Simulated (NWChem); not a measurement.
**One shape, several levels: SiClOF2 (SMILES [O][Si](F)(F)Cl)**

Wanted: a comparison of 3 runs (UHF/STO-3G, UHF/3-21G, UB3LYP/6-31G*) of SiClOF2. 

Program for the calculation: NWChem 7.3.0.

## (1) The structure to begin with

The species is SiClOF2 (5 atoms), meant as a doublet with charge 0. SMILES: `[O][Si](F)(F)Cl`. The shape is that of a PBE0-D4/def2-TZVP optimisation.

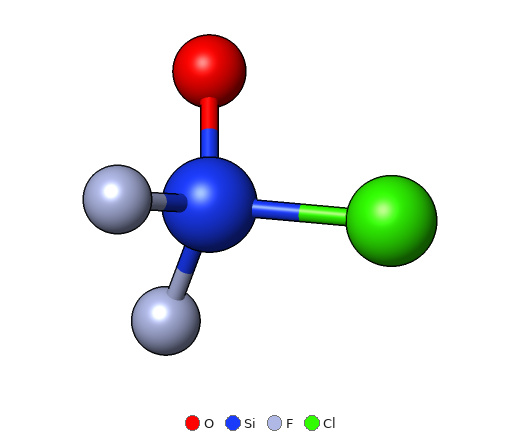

Viewed from a chosen angle; oxygen red, silicon blue, fluorine light blue, chlorine green.

## (2) Energy and forces at UHF/STO-3G (run 1)

a.nw

```
start a
title "ClF2OSi"
memory stack 880 mb heap 220 mb global 1100 mb

geometry units angstrom noautosym nocenter noautoz
  O     -0.173100     0.048700     1.622400
  Si     0.071000    -0.092200     0.005600
  F     -0.374600    -1.493300    -0.542700
  F      1.581700     0.074400    -0.383900
  Cl    -1.055100     1.388700    -0.742800
end

basis spherical bse
  * library STO-3G
end

scf
  doublet
  uhf
  thresh 1e-08
  maxiter 80
  print low
end

task scf gradient
```

Started as:

```bash
$ nwchem a.nw > a.out
```

Standard output:

```text
[...]
  functions       =    33
[...]
  wavefunction    = UHF
[...]
         Total SCF energy =  -1010.192134302450
      One electron energy =  -2023.889913070390
      Two electron energy =    704.400719720192
 Nuclear repulsion energy =    309.297059047748
                       Sz =      0.5000
                 Sz(Sz+1) =      0.7500
                      S^2 =      0.7539
[...]
                         UHF ENERGY GRADIENTS
    atom               coordinates                        gradient
                 x          y          z           x          y          z
   1 O      -0.327112   0.092030   3.065891    0.003491   0.000167  -0.044673
   2 Si      0.134171  -0.174233   0.010582   -0.014569   0.016801   0.015819
   3 F      -0.707891  -2.821928  -1.025554    0.006093   0.014360   0.005726
   4 F       2.988980   0.140596  -0.725466   -0.015981  -0.003222   0.003993
   5 Cl     -1.993850   2.624262  -1.403688    0.020967  -0.028106   0.019136
 Task  times  cpu:       16.5s     wall:       16.5s
 Total times  cpu:       16.6s     wall:       16.6s
```

Run time: 17 s. Hardware: 1 thread of AMD EPYC 7R43 (Zen 3), shared host; peak memory 0.098 GiB.

## (3) Energy and gradient at UHF/3-21G (run 2)

run.py

```python
from ase import Atoms
from ase.calculators.nwchem import NWChem

atoms = Atoms('OSiFFCl', positions=[
    [-0.173100, 0.048700, 1.622400],
    [0.071000, -0.092200, 0.005600],
    [-0.374600, -1.493300, -0.542700],
    [1.581700, 0.074400, -0.383900],
    [-1.055100, 1.388700, -0.742800],
])

calc = NWChem(
    label='a',
    theory='scf',
    memory='2200 mb',
    basis='3-21G',
    basispar='spherical bse',
    scf={'nopen': '1', 'uhf': None, 'thresh': '1e-08', 'maxiter': '80'},
)
atoms.calc = calc

forces = atoms.get_forces()
print(f"energy = {atoms.get_potential_energy():.6f} eV")
print("forces (eV/A):")
for s, f in zip(atoms.symbols, forces):
    print(f"{s:2s} {f[0]:10.5f} {f[1]:10.5f} {f[2]:10.5f}")
```

Started as:

```bash
$ export ASE_NWCHEM_COMMAND="nwchem PREFIX.nwi > PREFIX.nwo"
$ python run.py
```

Standard output:

```text
energy = -27676.917480 eV
forces (eV/A):
O    -0.15967   -0.03255    2.28874
Si    0.39652   -0.43812   -0.68623
F    -0.35054   -1.28884   -0.38099
F     1.37456    0.08711   -0.24436
Cl   -1.26082    1.67245   -0.97712
```

The calculator wrote a.nwi:

```
title "a"

permanent_dir a

scratch_dir a

start a

geometry units angstrom nocenter noautosym noautoz
  O  -1.7310000000000000e-01 4.8700000000000000e-02 1.6224000000000001e+00
  Si 7.0999999999999994e-02 -9.2200000000000004e-02 5.5999999999999999e-03
  F  -3.7459999999999999e-01 -1.4933000000000001e+00 -5.4269999999999996e-01
  F  1.5817000000000001e+00 7.4399999999999994e-02 -3.8390000000000002e-01
  Cl -1.0550999999999999e+00 1.3887000000000000e+00 -7.4280000000000002e-01
end

memory 2200 mb

basis spherical bse noprint
   * library 3-21G
end

scf
  nopen 1
  uhf
  thresh 1e-08
  maxiter 80
end

task scf gradient
```

a.nwo, cut to the lines that bear on the results:

```text
[...]
      One electron energy =  -2026.265444101743
[... 1 line left out ...]
 Nuclear repulsion energy =    309.297059047748
[... 51 lines left out ...]
          Final beta eigenvalues
[... 237 lines left out ...]
                     UHF Final Beta Molecular Orbital Analysis
[...]
  wavefunction    =   UHF
                         UHF ENERGY GRADIENTS
    atom               coordinates                        gradient
                 x          y          z           x          y          z
   1 O      -0.327112   0.092030   3.065891    0.003105   0.000633  -0.044509
   2 Si      0.134171  -0.174233   0.010582   -0.007711   0.008520   0.013345
   3 F      -0.707891  -2.821928  -1.025554    0.006817   0.025064   0.007409
   4 F       2.988980   0.140596  -0.725466   -0.026731  -0.001694   0.004752
   5 Cl     -1.993850   2.624262  -1.403688    0.024519  -0.032524   0.019002
[...]
```

Run time: 15 s. Hardware: 1 thread of AMD EPYC 7R43 (Zen 3), shared host; peak memory 0.096 GiB.

## (4) Energy and forces at UB3LYP/6-31G(d) (Cartesian functions) (run 3)

clf2osi.nw

```
start clf2osi
title "ClF2OSi"
memory stack 880 mb heap 220 mb global 1100 mb

geometry noautosym nocenter noautoz
  O    -0.173100    0.048700    1.622400
  Si    0.071000   -0.092200    0.005600
  F    -0.374600   -1.493300   -0.542700
  F     1.581700    0.074400   -0.383900
  Cl   -1.055100    1.388700   -0.742800
end

basis "ao basis" cartesian
  * library 6-31G*
end

dft
  xc b3lyp
  mult 2
  grid xfine
  convergence energy 1e-08
  maxiter 100
  mulliken
  print medium
end

task dft gradient
```

Started as:

```bash
$ nwchem clf2osi.nw > clf2osi.out
```

Standard output:

```text
[...]
          Wavefunction type:  spin polarized.
          No. of atoms     :     5
          No. of electrons :    57
[...]
          Charge           :     0
          Spin multiplicity:     2
[...]
          AO basis - number of functions:    83
[...]
              XC Information
              --------------
                         B3LYP Method XC Potential
                     Hartree-Fock (Exact) Exchange  0.200
                        Slater Exchange Functional  0.800 local
                    Becke 1988 Exchange Functional  0.720 non-local
              Lee-Yang-Parr Correlation Functional  0.810
                  VWN I RPA Correlation Functional  0.190 local
[...]
 d= 0,ls=0.0,diis     1  -1024.5676066665 -1.33D+03  1.18D-02  3.03D-01     6.7
[...]
 d= 0,ls=0.0,diis    13  -1024.7238865416 -9.04D-09  4.67D-07  1.11D-09    60.0
[...]
         Total DFT energy =    -1024.723886541580
      One electron energy =    -2034.207927343198
           Coulomb energy =      779.043477600932
    Exchange-Corr. energy =      -78.856495847063
 Nuclear repulsion energy =      309.297059047748
[...]
      Total Density - Mulliken Population Analysis
     ---------------------------------------------
    Atom       Charge   Shell Charges
 -----------   ------   -------------------------------------------------------
    1 O    8     8.29   1.99  0.96  2.75  0.97  1.61  0.01
    2 Si  14    12.90   2.00  1.99  5.96  0.91  1.45 -0.05  0.26  0.37
    3 F    9     9.32   1.99  0.96  3.33  0.91  2.06  0.08
    4 F    9     9.32   1.99  0.96  3.33  0.91  2.06  0.08
    5 Cl  17    17.16   2.00  1.99  5.97  1.46  3.65  0.53  1.58 -0.02
[...]
      <S2> =      0.7528 (Exact =     0.7500)
[...]
  wavefunction    = open shell
                         DFT ENERGY GRADIENTS
    atom               coordinates                        gradient
                 x          y          z           x          y          z
   1 O      -0.327112   0.092030   3.065891    0.002092  -0.001660  -0.009389
   2 Si      0.134171  -0.174233   0.010582    0.000667  -0.000188  -0.004389
   3 F      -0.707891  -2.821928  -1.025554    0.004993   0.012771   0.005591
   4 F       2.988980   0.140596  -0.725466   -0.014174  -0.002491   0.004087
   5 Cl     -1.993850   2.624262  -1.403688    0.006423  -0.008433   0.004099
[...]
```

Run time: 74 s. Hardware: 1 thread of AMD EPYC 7R43 (Zen 3), shared host; peak memory 0.13 GiB.

## (5) Overview of the runs

```
run                                level  Cartesian functions  iteration cap   energy (Eh)   ⟨S²⟩  largest force (eV/Å)  wall time
  1                           UHF/STO-3G                   no             80  -1010.192134  0.754                 2.304       17 s
  2                            UHF/3-21G                   no             80  -1017.107966  0.753                 2.311       15 s
  3  UB3LYP/6-31G* (Cartesian functions)                  yes            100  -1024.723887  0.753                 0.769       74 s
```

## (6) Results

```
                                 quantity           value
                      run 3: total energy  -1024.72389 Eh
                     run 3: dipole moment          0.57 D
run 3: HOMO energy (highest over α and β)        -9.67 eV
 run 3: LUMO energy (lowest over α and β)        -6.13 eV
                              run 3: ⟨S²⟩           0.753
          run 3: largest force on an atom      0.769 eV/Å
```

What this shows: In run 1 the basis is minimal, so the values are rough. All runs together took 1.8 min, the longest 74 s.
